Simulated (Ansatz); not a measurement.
**CH8AlBSi: small, medium and large basis sets**

Aim: see how fast density functionals converge with the basis set for CH8AlBSi.

Method: one geometry, several basis sets; program: Ansatz 0.2.0, Gaussian basis.

The runs, in order: PBE0-D4/def2-SVP; ωB97M-V/def2-SVP; PBE0-D4/def2-QZVPP; ωB97M-V/def2-QZVPP; the functionals' def2-TZVPP values are taken from earlier runs.

1 further run of the same task is left out (it didn't finish).

## 1. The relaxed structure

An earlier PBE0-D4 in a triple-zeta def2 set relaxation fixed the geometry.

SMILES `[AlH2][CH2]B[SiH3]`, 12 atoms, charge 0, spin multiplicity 1.

Atoms are counted from 1 here; the program's logs count them from 0.

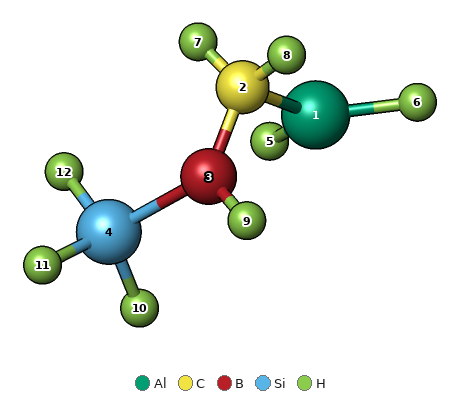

The geometry (aluminium teal, carbon yellow, boron red, silicon blue, hydrogen green); atoms are numbered from 1 in the order of the file.

## 2. PBE0-D4 in def2-SVP

in.yaml reads:

```yaml
crystal:
  periodic: [false, false, false]
  atoms:
    - {symbol: Al, position_ang: [-1.472634, 1.062446, 0.764564]}
    - {symbol: C, position_ang: [-1.183456, -0.685828, -0.154756]}
    - {symbol: B, position_ang: [0.238774, -0.950487, 0.254599]}
    - {symbol: Si, position_ang: [1.827426, -0.090748, -0.645211]}
    - {symbol: H, position_ang: [-0.725535, 2.348585, 0.226275]}
    - {symbol: H, position_ang: [-2.536243, 1.134385, 1.933970]}
    - {symbol: H, position_ang: [-1.356192, -0.328096, -1.179519]}
    - {symbol: H, position_ang: [-1.982812, -1.333032, 0.211647]}
    - {symbol: H, position_ang: [0.449621, -1.616991, 1.233803]}
    - {symbol: H, position_ang: [2.518437, 0.845137, 0.292360]}
    - {symbol: H, position_ang: [2.827614, -1.126632, -1.035734]}
    - {symbol: H, position_ang: [1.472099, 0.686162, -1.868197]}
basis:
  gaussian: {orbitals: def2-SVP}
hamiltonian: {xc: pbe0, dispersion: d4}
output: {orbitals: {seedname: orbitals}}
```

On the command line:

```bash
ansatz run in.yaml --threads 2 --pin off --events-out ev --progress --plain --max-ram 4352MiB
```

After this run come: ωB97M-V in def2-SVP; PBE0-D4 in def2-QZVPP; ωB97M-V in def2-QZVPP.

Before running them: what should the planned runs give, taken together? Wanted: PBE0-D4: double and triple zeta above quadruple; ωB97M-V: double and triple zeta above quadruple.

As calculated:

| quantity | value |
| --- | --- |
| PBE0-D4: double and triple zeta above quadruple | 7.59, 0.59 eV |
| ωB97M-V: double and triple zeta above quadruple | 7.75, 0.56 eV |

What this shows: For PBE0-D4 the step from double to triple zeta gains 7.00 eV and the next only 0.59 eV. These are total energies; as a rule much of such shifts cancels in differences, which this series doesn't test.
